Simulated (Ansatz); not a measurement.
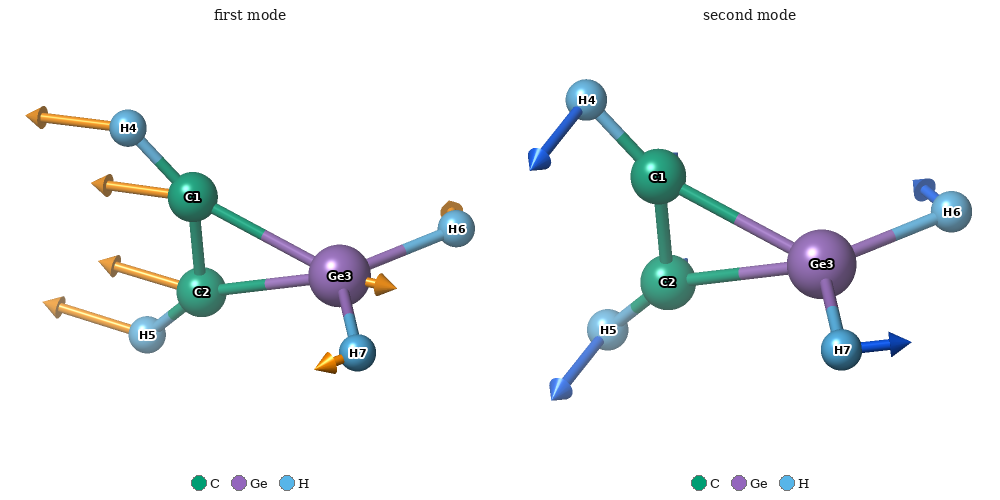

The system is C2H4Ge, SMILES [CH]1=[CH][GeH2]1; the picture shows the reference structure; its two panels give the patterns of the first and the second mode as arrows. 
- First axis: normal mode 4 (677 cm⁻¹). Second axis: normal mode 5 (695 cm⁻¹).
- Nothing is relaxed (straight displacements along the two mass-weighted modes).
- Grid: 15 × 15 points; 120 points were computed and 105 follow by symmetry.
- Energies: eV, counted from the lowest grid point.
- All numbers below come from Ansatz 0.2.0, RHF/def2-TZVP.

Its coordinates:

```xyz
7

C    -0.8223   -0.5556   -0.2729
C     0.0640    0.0557   -1.0257
Ge    0.4746    0.3129    0.8127
H    -1.6996   -1.1499   -0.4429
H     0.2269    0.1790   -2.0793
H     0.1617    1.6331    1.5166
H     1.5947   -0.4752    1.4915
```

Range: normal mode 4 (677 cm⁻¹) from −1.089 to 1.089 amu½·Å; normal mode 5 (695 cm⁻¹) from −0.787 to 0.787 amu½·Å.

**What landscape does the calculation give?**

The lowest grid point is at normal mode 4 (677 cm⁻¹) = 0.000 amu½·Å, normal mode 5 (695 cm⁻¹) = 0.000 amu½·Å. It is the only kind of minimum in the scanned range. The highest grid point, normal mode 4 (677 cm⁻¹) = −1.089 amu½·Å, normal mode 5 (695 cm⁻¹) = −0.787 amu½·Å, lies 2.33 eV above the lowest.

| normal mode 5 (695 cm⁻¹) ↓, normal mode 4 (677 cm⁻¹) → | −1.089 | −0.933 | −0.777 | −0.622 | −0.467 | −0.311 | −0.155 | 0.000 | 0.155 | 0.311 | 0.467 | 0.622 | 0.777 | 0.933 | 1.089 |
| --- | --- | --- | --- | --- | --- | --- | --- | --- | --- | --- | --- | --- | --- | --- | --- |
| 0.787 | 2.33 | 1.91 | 1.58 | 1.32 | 1.13 | 1.01 | 0.93 | 0.91 | 0.93 | 0.98 | 1.06 | 1.18 | 1.31 | 1.47 | 1.64 |
| 0.675 | 2.03 | 1.61 | 1.28 | 1.02 | 0.83 | 0.71 | 0.64 | 0.62 | 0.63 | 0.69 | 0.77 | 0.89 | 1.02 | 1.18 | 1.35 |
| 0.562 | 1.80 | 1.38 | 1.04 | 0.79 | 0.61 | 0.48 | 0.41 | 0.39 | 0.41 | 0.46 | 0.55 | 0.66 | 0.80 | 0.96 | 1.13 |
| 0.450 | 1.63 | 1.21 | 0.88 | 0.62 | 0.44 | 0.32 | 0.25 | 0.23 | 0.25 | 0.30 | 0.39 | 0.50 | 0.64 | 0.79 | 0.97 |
| 0.337 | 1.51 | 1.09 | 0.76 | 0.51 | 0.33 | 0.21 | 0.14 | 0.12 | 0.14 | 0.19 | 0.28 | 0.39 | 0.53 | 0.68 | 0.85 |
| 0.225 | 1.44 | 1.02 | 0.69 | 0.44 | 0.26 | 0.14 | 0.07 | 0.05 | 0.07 | 0.12 | 0.21 | 0.32 | 0.46 | 0.61 | 0.78 |
| 0.113 | 1.40 | 0.99 | 0.66 | 0.40 | 0.22 | 0.10 | 0.03 | 0.01 | 0.03 | 0.09 | 0.17 | 0.28 | 0.42 | 0.57 | 0.75 |
| 0.000 | 1.39 | 0.97 | 0.64 | 0.39 | 0.21 | 0.09 | 0.02 | 0.00 | 0.02 | 0.07 | 0.16 | 0.27 | 0.41 | 0.56 | 0.73 |
| −0.113 | 1.40 | 0.99 | 0.66 | 0.40 | 0.22 | 0.10 | 0.03 | 0.01 | 0.03 | 0.09 | 0.17 | 0.28 | 0.42 | 0.57 | 0.75 |
| −0.225 | 1.44 | 1.02 | 0.69 | 0.44 | 0.26 | 0.14 | 0.07 | 0.05 | 0.07 | 0.12 | 0.21 | 0.32 | 0.46 | 0.61 | 0.78 |
| −0.337 | 1.51 | 1.09 | 0.76 | 0.51 | 0.33 | 0.21 | 0.14 | 0.12 | 0.14 | 0.19 | 0.28 | 0.39 | 0.53 | 0.68 | 0.85 |
| −0.450 | 1.63 | 1.21 | 0.88 | 0.62 | 0.44 | 0.32 | 0.25 | 0.23 | 0.25 | 0.30 | 0.39 | 0.50 | 0.64 | 0.79 | 0.97 |
| −0.562 | 1.80 | 1.38 | 1.04 | 0.79 | 0.61 | 0.48 | 0.41 | 0.39 | 0.41 | 0.46 | 0.55 | 0.66 | 0.80 | 0.96 | 1.13 |
| −0.675 | 2.03 | 1.61 | 1.28 | 1.02 | 0.83 | 0.71 | 0.64 | 0.62 | 0.63 | 0.69 | 0.77 | 0.89 | 1.02 | 1.18 | 1.35 |
| −0.787 | 2.33 | 1.91 | 1.58 | 1.32 | 1.13 | 1.01 | 0.93 | 0.91 | 0.93 | 0.98 | 1.06 | 1.18 | 1.31 | 1.47 | 1.64 |

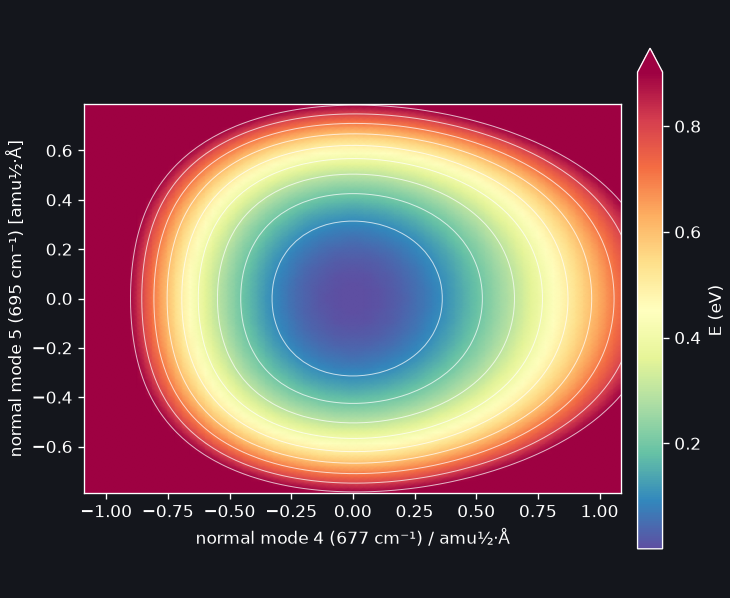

The picture shows a smooth colour map with a few white contour lines, one colour for all values above the top of the scale. Between grid points the surface is interpolated.

Each point was launched as `ansatz run input.yaml --threads 1 --pin off --max-ram 2560MiB --backend cpu --events-out ev --progress --plain --runs-dir out`. Time for the 120 points that were run: 6.6 min on 1 thread of Arm Neoverse V2, on a shared host.
